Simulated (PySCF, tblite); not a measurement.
# C5H12B2F2O: geometry, infrared bands and NMR shifts

What infrared bands and NMR shifts should C5H12B2F2O (`COB(CB(F)F)C(C)C`) show?

The runs use tblite 0.8.0 and PySCF 2.14.0, with density-fitted response routines of our own; the level of theory stands in each step. All values are computed, except where a source is named. Atoms are numbered from 0 throughout.

### 1 The starting structure

22 atoms, charge 0, multiplicity 1; geometry from: force field or distance geometry start.

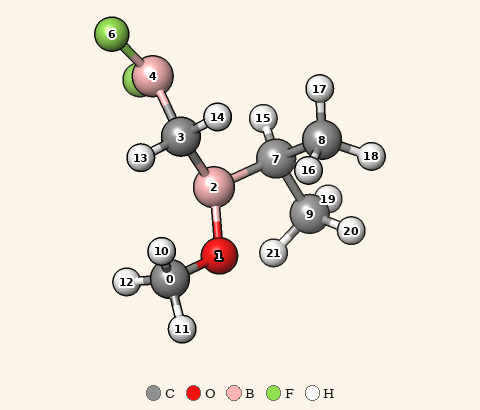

As it starts; carbon grey, oxygen red, boron pink, fluorine green, hydrogen white, atoms numbered.

### 2 Relaxing the molecule with GFN2-xTB

What the job is given:

```
{"job": {"kind": "relax", "xc": "GFN2-xTB", "basis": "xTB"}, "charge": 0, "multiplicity": 1}
C     -1.911700    -1.832500    -0.064300
O     -0.595400    -1.516700    -0.257500
B     -0.328100    -0.079100    -0.342700
C     -1.195100     0.989200     0.480400
B     -1.193200     2.411200    -0.208900
F     -0.830800     2.542000    -1.619900
F     -2.145700     3.365300     0.331600
C      1.230600     0.286700    -0.392300
C      1.670800     0.340200     1.058100
C      1.971600    -0.908600    -0.977300
H     -2.365000    -1.333700     0.811200
H     -1.992500    -2.930500     0.148400
H     -2.450200    -1.628100    -1.003400
H     -2.245100     0.693900     0.581500
H     -0.746600     1.145900     1.486700
H      1.402900     1.218400    -0.931800
H      0.945600    -0.301000     1.624500
H      1.690600     1.356000     1.461500
H      2.641500    -0.193700     1.159200
H      2.787500    -0.591700    -1.671800
H      2.422100    -1.498700    -0.143200
H      1.225900    -1.515300    -1.531000
```

Started as:

```sh
OMP_NUM_THREADS=1 python probes_run.py task.json out
```

The driver reads the jobs from task.json and runs them one after another.

**Question.** This job is followed by: GFN2-xTB harmonic vibrations, gas phase; GIAO PBE0/pcSseg-1 NMR shielding, non-relativistic, gas phase. Predict these results of the whole session: strongest single infrared mode (GFN2-xTB); zero-point energy (GFN2-xTB); 13C shifts against TMS (PBE0/pcSseg-1, means over atoms taken as alike); 1H shifts against TMS (PBE0/pcSseg-1, means over atoms taken as alike); 17O shifts against H2O (PBE0/pcSseg-1); 11B shifts against BF3·OEt2 (PBE0/pcSseg-1); 19F shifts against CFCl3 (PBE0/pcSseg-1, means over atoms taken as alike).

The runs gave:

| quantity | value |
| --- | --- |
| strongest single infrared mode (GFN2-xTB) | 1262 cm⁻¹, 505 km/mol |
| zero-point energy (GFN2-xTB) | 109.6 kcal/mol |
| 13C shifts against TMS (PBE0/pcSseg-1, means over atoms taken as alike) | 56.2, 25.9, 20.5, 9.4 ppm |
| 1H shifts against TMS (PBE0/pcSseg-1, means over atoms taken as alike) | 4.15, 1.09, 1.06, 1.00 ppm |
| 17O shifts against H2O (PBE0/pcSseg-1) | 174.4 ppm |
| 11B shifts against BF3·OEt2 (PBE0/pcSseg-1) | 48.9, 27.7 ppm |
| 19F shifts against CFCl3 (PBE0/pcSseg-1, means over atoms taken as alike) | -67.0 ppm |

What this shows: Over 197 steps the energy fell by 2.272 eV; of the close pairs, O1–B2 changed most, 1.465 to 1.326 Å. The lowest mode is imaginary (21i cm⁻¹), so the xTB geometry is not a minimum. The strongest single mode, at 1262 cm⁻¹, moves mainly B4. GFN2-xTB is a fitted tight-binding method: band positions and strengths are rough. Its intensities can rank the bands wrongly. C0 (methyl carbon bonded to O) lies farthest downfield among carbon, at 56.2 ppm; pulled downfield by the heteroatom. H10, H11, H12 (mean) (hydrogen on a methyl carbon bonded to O) lies farthest downfield among hydrogen, at 4.15 ppm; its carbon carries O, which withdraws density. At PBE0/pcSseg-1: The widest tensor belongs to O1: span 390 ppm, with a paramagnetic part of -236 ppm.
